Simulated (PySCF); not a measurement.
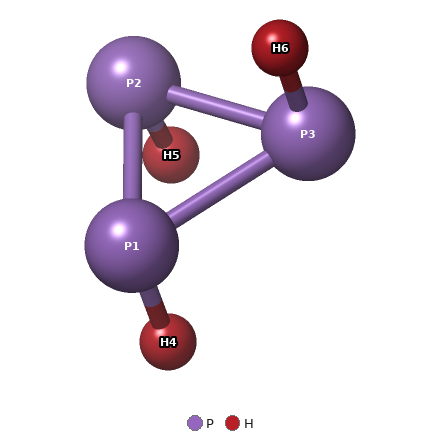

P₃H₃. Vertical core-electron binding energies by ΔSCF (SCAN, pcX-2 on the ionised atom, pcseg-1 elsewhere, spin-free X2C; PySCF 2.14.0, at a PBE0-D3(BJ)/def2-SVP geometry (no frequency check)), gas phase, against the vacuum level. One atom of each kind was ionised; within a panel, areas follow the number of like atoms and 2j + 1 (2p levels are split by first-order spin-orbit coupling, an approximation), each panel is scaled alone, Gaussians of 1.0 eV full width. Only the regions named are shown. Lines closer than the width merge in the curve.

### Predict the P 2p and P 1s photoelectron lines.

| level | atoms | binding energy (eV) |
| --- | --- | --- |
| P 2p1/2 | P1, P2, P3 | 137.5 |
| P 2p3/2 | P1, P2, P3 | 136.6 |
| P 1s | P1, P2, P3 | 2150.2 |

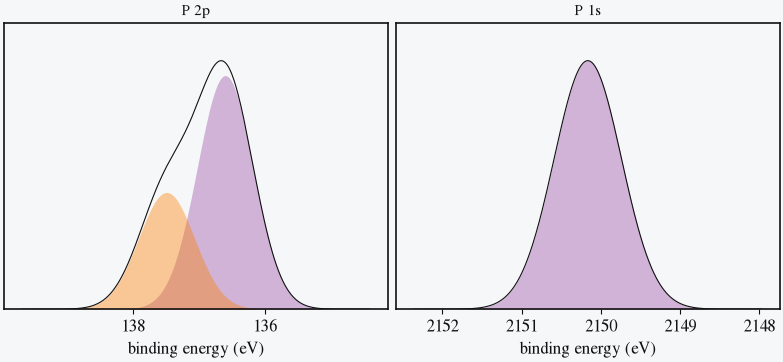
